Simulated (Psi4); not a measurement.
# GeH2 (SMILES [H][Ge][H]) at M06-2X/cc-pVDZ (sweep point 1)

Aim: the vertical singlet–triplet gap of GeH2 at M06-2X/cc-pVDZ (sweep point 1), from 2 runs. 

The results are computed with Psi4 1.11.

### Step 1. The structure to begin with

The species is GeH2 (3 atoms), meant as a singlet with charge 0. As SMILES, `[H][Ge][H]`. The shape comes from GFN2-xTB, which is rough for such elements, and wasn't checked as a minimum.

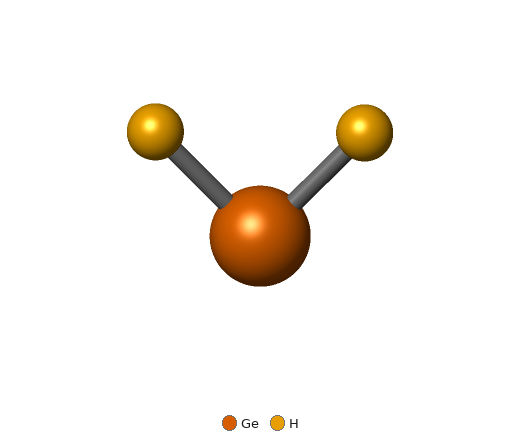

The structure, seen from a chosen angle (germanium orange, hydrogen amber).

### Step 2. The energy at M06-2X/cc-pVDZ (sweep point 1)

job.in

```
memory 1600 MB

molecule {
  0 1
  Ge     0.004590    -0.009050    -0.781020
  H      1.098840    -0.017820     0.398440
  H     -1.103430     0.026870     0.382580
  symmetry c1
}

set basis cc-pVDZ
set reference rks
set puream true
set scf_type pk
set dft_radial_points 99
set dft_spherical_points 590

energy("m06-2x")
print_variables()
```

Launch:

```console
$ psi4 -i job.in -o job.out -n 1
```

job.out:

```text
[...]
  Running in c1 symmetry.
[...]
  Nuclear repulsion =   21.301569509305626
[...]
  Multiplicity = 1
[...]
  Nalpha       = 17
  Nbeta        = 17
[...]
    Number of basis functions: 37
[...]
   @RKS iter   1: -2077.59109832591412   -3.58696e+00   2.60326e-02 ADIIS/DIIS
[...]
   @RKS iter   7: -2078.11163232248282   -1.81340e-08   2.75858e-07 DIIS
[...]
    Orbital Energies [Eh]
    ---------------------
    Doubly Occupied:
       1A   -401.067718     2A    -50.582849     3A    -45.109622
       4A    -45.107098     5A    -45.106486     6A     -6.531887
       7A     -4.698805     8A     -4.688191     9A     -4.685114
      10A     -1.428048    11A     -1.424273    12A     -1.421288
      13A     -1.413331    14A     -1.410747    15A     -0.574835
      16A     -0.357486    17A     -0.294464
[...]
  @RKS Final Energy: -2078.11163232248282
   => Energetics <=
    Nuclear Repulsion Energy =             21.3015695093056259
    One-Electron Energy =               -2937.4612786659413359
    Two-Electron Energy =                 875.6246448696662128
    DFT Exchange-Correlation Energy =     -37.5765680355131622
    Empirical Dispersion Energy =           0.0000000000000000
    VV10 Nonlocal Energy =                  0.0000000000000000
    Total Energy =                      -2078.1116323224828193
[...]
 Multipole Moments:
 ------------------------------------------------------------------------------------
     Multipole            Electronic (a.u.)      Nuclear  (a.u.)        Total (a.u.)
 ------------------------------------------------------------------------------------
 L = 1.  Multiply by 2.5417464519 to convert [e a0] to [Debye]
 Dipole X            :         -0.0137249            0.0148500            0.0011252
 Dipole Y            :         -2.4848717            2.4299087           -0.0549629
 Dipole Z            :         -0.0000000           -0.0000000           -0.0000000
 Magnitude           :                                                    0.0549744
[...]
```

Run time: 5.1 s. Hardware: 1 thread of Intel Xeon 6975P-C (Granite Rapids), shared host; peak memory 0.86 GiB.

### Step 3. The triplet, same level

calc.inp

```
memory 1600 MB

molecule m {
  0 3
  Ge     0.004590    -0.009050    -0.781020
  H      1.098840    -0.017820     0.398440
  H     -1.103430     0.026870     0.382580
  symmetry c1
}

set reference uks
set puream true
set scf_type pk
set dft_radial_points 99
set dft_spherical_points 590
set maxiter 150

result, w = energy('m06-2x/cc-pVDZ', return_wfn=True)
```

Launch:

```console
$ psi4 -i calc.inp -o calc.out -n 1
```

calc.out:

```text
[...]
  Running in c1 symmetry.
[...]
  Nuclear repulsion =   21.301569509305626
[...]
  Multiplicity = 3
[...]
  Nalpha       = 18
  Nbeta        = 16
[...]
    Number of basis functions: 37
[...]
   @UKS iter   1: -2077.51672107941386   -3.51258e+00   2.62350e-02 DIIS/ADIIS
[...]
   @UKS iter   8: -2078.06147939021139   -6.40648e-09   5.57758e-07 DIIS
[...]
   @S^2 Observed:                2.002946263E+00
[...]
    Orbital Energies [Eh]
    ---------------------
    Alpha Occupied:
       1A   -401.075259     2A    -50.589673     3A    -45.116135
       4A    -45.115386     5A    -45.113965     6A     -6.538911
       7A     -4.699803     8A     -4.699578     9A     -4.695585
      10A     -1.428690    11A     -1.427806    12A     -1.427721
      13A     -1.424596    14A     -1.424322    15A     -0.610811
      16A     -0.377410    17A     -0.349944    18A     -0.238033
    Alpha Virtual:
      19A      0.041966    20A      0.096597    21A      0.281886
      22A      0.318652    23A      0.322339    24A      0.341453
      25A      0.383647    26A      0.386109    27A      0.395582
[...]
  @UKS Final Energy: -2078.06147939021139
   => Energetics <=
    Nuclear Repulsion Energy =             21.3015695093056259
    One-Electron Energy =               -2937.2133432683185674
    Two-Electron Energy =                 875.4178914169988275
    DFT Exchange-Correlation Energy =     -37.5675970481970012
    Empirical Dispersion Energy =           0.0000000000000000
    VV10 Nonlocal Energy =                  0.0000000000000000
    Total Energy =                      -2078.0614793902113888
[...]
 Multipole Moments:
 ------------------------------------------------------------------------------------
     Multipole            Electronic (a.u.)      Nuclear  (a.u.)        Total (a.u.)
 ------------------------------------------------------------------------------------
 L = 1.  Multiply by 2.5417464519 to convert [e a0] to [Debye]
 Dipole X            :         -0.0158261            0.0148500           -0.0009761
 Dipole Y            :         -2.7196704            2.4299087           -0.2897616
 Dipole Z            :         -0.0000000           -0.0000000           -0.0000000
 Magnitude           :                                                    0.2897633
[...]
```

Run time: 6.3 s. Hardware: 1 thread of Intel Xeon 6975P-C (Granite Rapids), shared host; peak memory 0.86 GiB.

### Step 4. What came out

At M06-2X/cc-pVDZ (sweep point 1):

```
                                        quantity           value
                           singlet: total energy  -2078.11163 Eh
                          singlet: dipole moment          0.14 D
                            singlet: HOMO energy        -8.01 eV
                            singlet: LUMO energy        -2.11 eV
                          singlet: HOMO–LUMO gap         5.90 eV
                           triplet: total energy  -2078.06148 Eh
                          triplet: dipole moment          0.74 D
     triplet: HOMO energy (highest over α and β)        -6.48 eV
      triplet: LUMO energy (lowest over α and β)        -4.49 eV
                                   triplet: ⟨S²⟩           2.003
vertical energy of the triplet above the singlet        1.365 eV
```

What this shows: At this shape the triplet lies 1.36 eV (132 kJ/mol) above the singlet.
